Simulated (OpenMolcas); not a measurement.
# triplet C2H4O2Si at 5 levels

We compute a comparison of 5 runs (UHF/STO-3G, UB3LYP/6-31G*, UBHLYP/cc-pVDZ, UPBE/cc-pVDZ, UTPSS/cc-pVDZ) of triplet C2H4O2Si. 

Program for the calculation: OpenMolcas 26.06.

**1. The system as given**

C2H4O2Si has 9 atoms, charge 0, and is taken as a triplet. As SMILES of the parent species, `C=C1O[SiH2]O1`. Geometry: relaxed at PBE0-D4/def2-TZVP. That shape belongs to the parent species and isn't relaxed for this state.

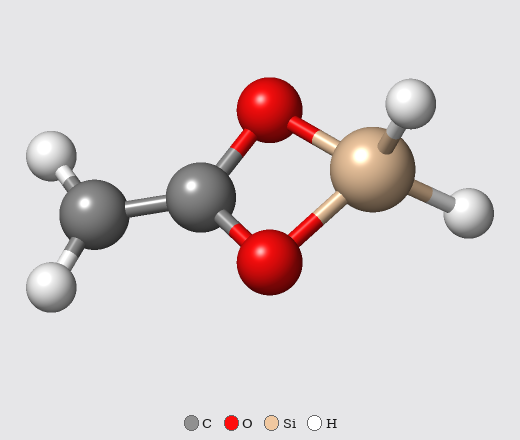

Viewed from a chosen angle; carbon grey, oxygen red, silicon light orange, hydrogen white.

**2. The energy at UHF/STO-3G (run 1)**

mol.xyz reads:

```xyz
9

C      0.527300     1.358500    -1.129600
C      0.157300     0.383100    -0.322900
O     -0.585200     0.473600     0.838200
Si    -0.440000    -1.190500     0.978300
O      0.421700    -0.967300    -0.442100
H      0.243100     2.374800    -0.904500
H      1.111300     1.132600    -2.008400
H     -1.701100    -1.949600     0.840800
H      0.354100    -1.661500     2.132900
```

calc.input reads:

```
>>> EXPORT MOLCAS_PRINT=2

&gateway
 baslib
 $CurrDir
 coord
 mol.xyz
 basis
 STO-3G
 group
 NoSym

&seward

&scf
 uhf
 spin
 3
 thresholds
 1e-10 1e-07 1e-07 1e-05
 prorbitals
 1
```

The basis set STO-3G is read from a file made from the Basis Set Exchange's data (not shown).

The run is started by

```console
export MOLCAS_MEM=1860
pymolcas calc.input > calc.log
```

Standard output:

```text
--- Start Module: gateway ---
[...]
--- Stop Module: gateway /rc=_RC_ALL_IS_WELL_ ---
--- Start Module: seward ---
[...]
      Basis functions           33
--- Stop Module: seward /rc=_RC_ALL_IS_WELL_ ---
[...]
--- Start Module: scf ---
[...]
       Convergence after  18 Iterations
[...]
::    Total SCF energy                               -510.2714257921
[...]
      Total spin, S                                     1.0060908770
[...]
      Total electronic charge=   46.000000
      Total            charge=   -0.000000
[...]
      Dipole Moment (debye):
      Origin of the operator (angstrom)=   -0.0762   -0.2319    0.1856
                   X= -4.8421E-01               Y= -1.2747E+00               Z=  1.0538E+00           Total=  1.7233E+00
      Quadrupole Moment (debye*angstrom):
[...]
--- Stop Module: scf /rc=_RC_ALL_IS_WELL_ ---
[...]
```

Run time: 2.9 s. Hardware: 1 thread of AMD EPYC 7R43 (Zen 3), shared host; peak memory 0.37 GiB.

**3. The energy at UB3LYP/6-31G(d) (spherical functions) (run 2)**

calc.input reads:

```
>>> EXPORT MOLCAS_PRINT=2

&GATEWAY
 BASLIB
 $CurrDir
 COORD
 9
 angstrom
 C        0.527300       1.358500      -1.129600
 C        0.157300       0.383100      -0.322900
 O       -0.585200       0.473600       0.838200
 Si      -0.440000      -1.190500       0.978300
 O        0.421700      -0.967300      -0.442100
 H        0.243100       2.374800      -0.904500
 H        1.111300       1.132600      -2.008400
 H       -1.701100      -1.949600       0.840800
 H        0.354100      -1.661500       2.132900
 BASIS
 6-31Gs
 GROUP
 NoSym

&SEWARD
 GRIDINPUT
 Grid=UltraFine
 End of Grid

&SCF
 UHF
 SPIN
 3
 KSDFT
 B3LYP
 THRESHOLDS
 1e-10 1e-07 1e-07 1e-05
 PRORBITALS
 1 2
```

The basis set 6-31G* is read from a file made from the Basis Set Exchange's data (not shown).

The run is started by

```console
export MOLCAS_MEM=1860
pymolcas calc.input > calc.log
```

Standard output:

```text
--- Start Module: gateway ---
[...]
--- Stop Module: gateway /rc=_RC_ALL_IS_WELL_ ---
--- Start Module: seward ---
[...]
      Basis functions           82
--- Stop Module: seward /rc=_RC_ALL_IS_WELL_ ---
[...]
--- Start Module: scf ---
[...]
       Convergence after  36 Iterations
[...]
::    Total KS-DFT energy                            -518.3878704856
[...]
      Total spin, S                                     1.0024213081
[...]
      Total electronic charge=   46.000000
      Total            charge=   -0.000000
[...]
      Dipole Moment (debye):
      Origin of the operator (angstrom)=   -0.0762   -0.2319    0.1856
                   X=  1.4406E+00               Y=  3.7965E+00               Z= -3.1396E+00           Total=  5.1328E+00
      Quadrupole Moment (debye*angstrom):
[...]
--- Stop Module: scf /rc=_RC_ALL_IS_WELL_ ---
[...]
```

Wall time 98 s (1 thread of AMD EPYC 7R43 (Zen 3), shared host); peak memory 0.45 GiB.

Runs 3 to 4 aren't shown in full; the table further down has their settings and results.

**4. The energy at UTPSS/cc-pVDZ (run 5)**

struct.xyz reads:

```xyz
9

C      0.527300     1.358500    -1.129600
C      0.157300     0.383100    -0.322900
O     -0.585200     0.473600     0.838200
Si    -0.440000    -1.190500     0.978300
O      0.421700    -0.967300    -0.442100
H      0.243100     2.374800    -0.904500
H      1.111300     1.132600    -2.008400
H     -1.701100    -1.949600     0.840800
H      0.354100    -1.661500     2.132900
```

calc.inp reads:

```
&GATEWAY
  BasLib=$CurrDir
  Coord=struct.xyz
  Basis=cc-pVDZ
  Group=NoSym

&SEWARD
  GridInput
  Grid=UltraFine
  End of Grid

&SCF
  UHF
  Spin=3
  KSDFT=2
  1.0 MGGA_X_TPSS
  1.0 MGGA_C_TPSS
  Thresholds=1e-10 1e-07 1e-07 1e-05
  PrOrbitals=1 2
```

The basis set cc-pVDZ is read from a file made from the Basis Set Exchange's data (not shown).

The run is started by

```console
export MOLCAS_MEM=1860
pymolcas calc.inp > calc.log
```

Standard output:

```text
--- Start Module: gateway ---
[...]
--- Stop Module: gateway /rc=_RC_ALL_IS_WELL_ ---
--- Start Module: seward ---
[...]
      Basis functions           94
--- Stop Module: seward /rc=_RC_ALL_IS_WELL_ ---
[...]
--- Start Module: scf ---
[...]
       Convergence after  33 Iterations
[...]
::    Total KS-DFT energy                            -518.4645410241
[...]
      Total spin, S                                     1.0022647481
[...]
      Total electronic charge=   46.000000
      Total            charge=   -0.000000
[...]
      Dipole Moment (debye):
      Origin of the operator (angstrom)=   -0.0762   -0.2319    0.1856
                   X= -1.8466E+00               Y= -4.8638E+00               Z=  4.0215E+00           Total=  6.5757E+00
      Quadrupole Moment (debye*angstrom):
[...]
--- Stop Module: scf /rc=_RC_ALL_IS_WELL_ ---
[...]
```

Wall time 3.8 min (1 thread of AMD EPYC 7R43 (Zen 3), shared host); peak memory 0.52 GiB.

**5. All runs side by side**

```csv
run,level,integration grid,energy (Eh),dipole moment (D),HOMO energy (eV),⟨S²⟩,wall time
1,UHF/STO-3G,–,-510.271426,1.72,-2.93,2.018,2.9 s
2,UB3LYP/6-31G* (spherical functions),UltraFine,-518.387870,5.13,-1.71,2.007,98 s
3,UBHLYP/cc-pVDZ,UltraFine,-518.280003,1.31,-3.00,2.009,1.9 min
4,UPBE/cc-pVDZ,UltraFine,-517.997683,7.03,-1.42,2.005,4.2 min
5,UTPSS/cc-pVDZ,UltraFine,-518.464541,6.58,-1.41,2.007,3.8 min
```

**6. What came out**

| quantity | value |
| --- | --- |
| run 5: total energy | -518.46454 Eh |
| run 5: dipole moment | 6.58 D |
| run 5: HOMO energy (highest over α and β) | -1.41 eV |
| run 5: ⟨S²⟩ | 2.007 |

The dipole moment (its size) runs from 1.31 D (UBHLYP/cc-pVDZ) to 7.03 D (UPBE/cc-pVDZ). So wide a spread suggests that the runs ended on unlike SCF solutions, not only an effect of the method. Totals of different functionals can't be ranked against each other. In run 1 the basis is minimal, so the values are rough. All runs together took 11 min, the longest 4.2 min.
